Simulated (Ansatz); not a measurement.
# Calculations on AlH4O2F

**1. Relaxation**

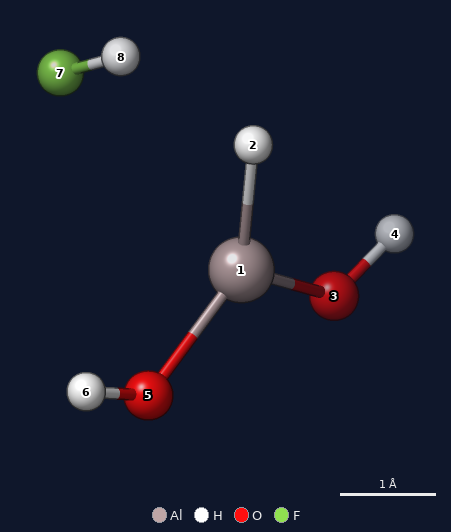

AlH4O2F, before the relaxation. A ball-and-stick model, seen at a tilt.

The run prepares an end point of a later path (reaction) calculation, from a guessed geometry.

All numbers below come from RKS PBE-D4/def2-SVP in Ansatz.

Input
```yaml
crystal:
  periodic: [false, false, false]
  atoms:
    - { symbol: Al, position_ang: [-0.009275, -0.385153, -0.11816] }
    - { symbol: H, position_ang: [0.106388, -0.375894, 1.453097] }
    - { symbol: O, position_ang: [1.367922, -0.521764, -1.121964] }
    - { symbol: H, position_ang: [2.27094, -0.557521, -0.770758] }
    - { symbol: O, position_ang: [-1.512666, -0.443111, -0.934375] }
    - { symbol: H, position_ang: [-2.3664, -0.302075, -0.503862] }
    - { symbol: F, position_ang: [-0.007066, 2.215668, 1.118366] }
    - { symbol: H, position_ang: [0.077357, 1.46945, 1.673257] }
basis:
  gaussian: { orbitals: def2-SVP }
hamiltonian:
  xc: pbe
  dispersion: d4
relax:
  f_tol: 0.03
  max_steps: 50
output:
  orbitals: {}
```

Command:
```bash
ansatz run input.yaml --threads 1 --pin off --max-ram 2048MiB --backend cpu --events-out ev --progress --plain --runs-dir out
```

> Predict the outcome.

After 15 accepted moves (16 points after the start) the energy has fallen by 1.514 eV. Largest force component: 0.5 eV/Å at the start, 0.022 eV/Å at the end. The line search rejected the trial step at point 13 of the run. The atom that moves furthest after the best rigid fit is F7 (1.09 Å). By element the largest moves are F 1.09 Å, H 1.04 Å, Al 0.73 Å, O 0.34 Å. Near-neighbour distances that change, for instance: F7–H8 0.934 → 2.346 Å, Al1–F7 2.880 → 1.684 Å, H2–H8 1.859 → 0.774 Å, Al1–H2 1.576 → 2.332 Å. New bonds form, among them: Al1–F7 (2.88 → 1.68 Å), H2–H8 (1.86 → 0.77 Å). Bonds break, among them: Al1–H2 (1.58 → 2.33 Å), F7–H8 (0.93 → 2.35 Å). Among the angles between lasting bonds that change: Al1–O5–H6 124.0° → 121.8°.

Final geometry:

```xyz
8

Al   -0.0281    0.2993   -0.3623
H     0.0598   -0.3183    1.8845
O     1.3760   -0.5727   -0.7895
H     2.2534   -0.1621   -0.7794
O    -1.5191   -0.4924   -0.6172
H    -2.3658   -0.0334   -0.5133
F     0.0451    1.9245    0.0729
H     0.1059    0.4547    1.9000
```

After the run, drawn alike:

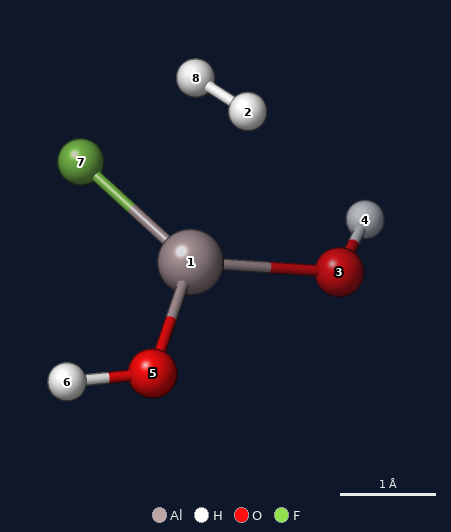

**2. Relaxation**

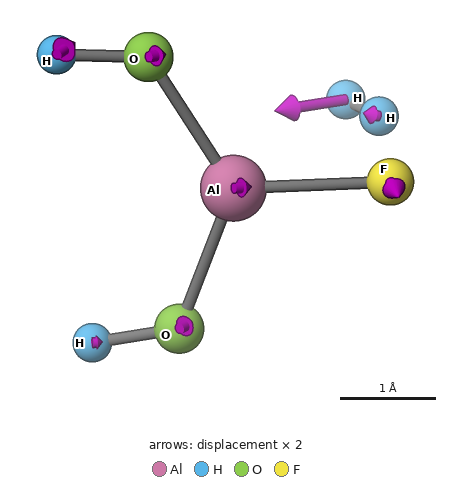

This is a relaxation of AlH$_{4}$O$_{2}$F. The starting structure is drawn; purple arrows show the displacements, 2 times their true length. The two geometries are superimposed by the best rigid fit.

The picture is a ball-and-stick view, seen at a tilt.

The run prepares an end point of a later path (reaction) calculation, from a guessed geometry.

These are results of RKS PBE-D4/def2-SVP in Ansatz 0.2.0, not measurements. Set-up: no spin polarisation; force threshold 0.03 eV/Å; at most 50 steps.

### Atoms of which element are displaced furthest, and by how much?

Hydrogen: up to 0.45 Å, against 0.16 Å for fluorine.

### What did the optimiser do to the structure, and how much energy did it gain?

An H atom moves most after the best rigid fit: 0.45 Å. By element the largest moves are H 0.45 Å, F 0.16 Å, O 0.13 Å, Al 0.12 Å. Near-neighbour distances that change, for instance: Al–H 2.757 → 2.296 Å, Al–H 2.410 → 2.216 Å, H–H 0.725 → 0.776 Å, Al–F 1.683 → 1.677 Å. The energy falls by 2.15 kcal/mol in 8 geometry steps. The largest force component goes from 1.7 to 0.0097 eV/Å. The forces were under the threshold at step 6, but the run went on from there. The run took 23 s on 1 thread of Arm Neoverse V1, with other jobs on the host, peak memory 0.14 GiB.

**3. Path**

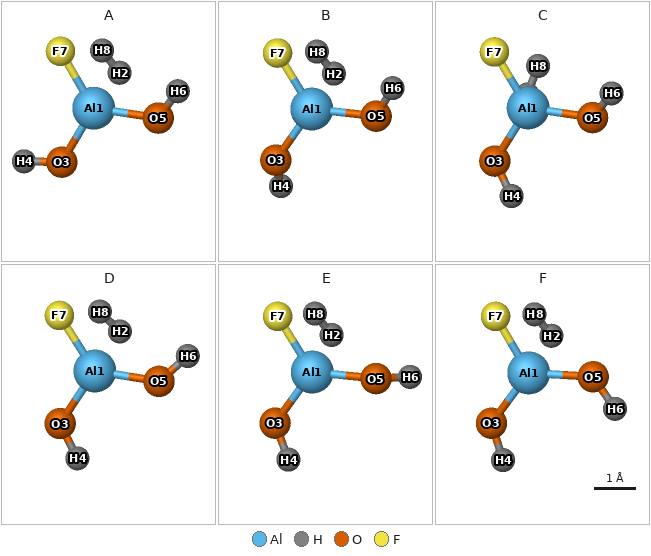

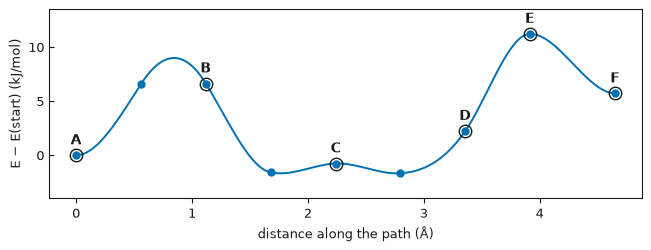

A search for the minimum-energy path of AlH4O2F, made up at the start of AlH₂O₂F and H₂ by the nudged elastic band. Images are numbered from 0 (start) to 8 (end). Frames A to F are images 0, 2, 4, 6, 7, 8. A ball-and-stick model, seen from a free direction.

Method: RKS PBE-D4/def2-SVP in Ansatz. Settings: 7 movable images; climbing image; force threshold 0.03 eV/Å; iteration limit 60; starting path through a guess of the saddle point.

Q: Read off the barrier and say what moves.

A: Relative to the start the highest point is image 7 at +11.2 kJ/mol and the end lies at +5.7 kJ/mol, but the profile dips to −1.7 kJ/mol at image 5 on the way, so the process runs in steps. The path has more than one stage, and so few images may leave a stage unresolved. No bond forms or breaks between the ends. Among the angles between lasting bonds that change up to the highest image: Al1–O5–H6 121.8° → 131.1°, O3–Al1–O5 116.4° → 124.5°. The band converged in 52 iterations. The largest component of the band force went from 52 to 0.016 eV/Å. The climbing image converged on the top of the path. Its vibrational analysis gives one imaginary mode (293i cm⁻¹), as a transition state must have.

Limits of the set-up: the start holds two separate molecules, 2.3 Å apart at their closest, whose relative position is a soft coordinate.

The run took 13 min on 1 thread of Arm Neoverse V1, on a shared host, peak memory 0.14 GiB.
